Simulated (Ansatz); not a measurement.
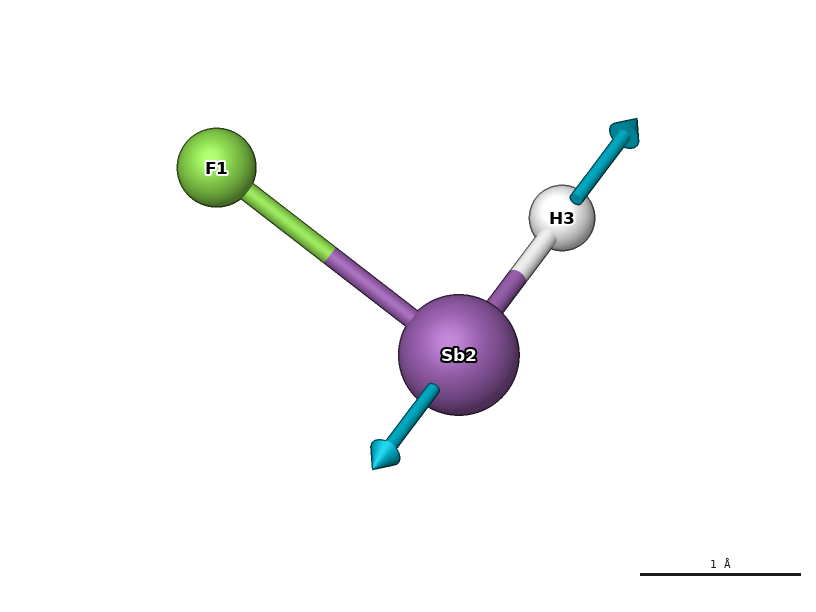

Arrows show the forces on the atoms, 0.1 Å of arrow for 1 eV/Å; forces under a tenth of the largest aren't drawn. Charge 0, doublet. Level of theory: PBE0-D4/def2-TZVP (Ansatz 0.2.0).

### Along which bond is the force strongest?

Sb2–H3, now 1.411 Å: the forces push its atoms apart, so a first step downhill lengthens it.

List the force components in the frame of the picture (x right, y up, z towards the viewer), in eV/Å.

```csv
atom,Fx,Fy,Fz
F1,0.00,0.00,0.00
Sb2,−3.88,−5.14,5.46
H3,3.87,5.14,−5.46
```
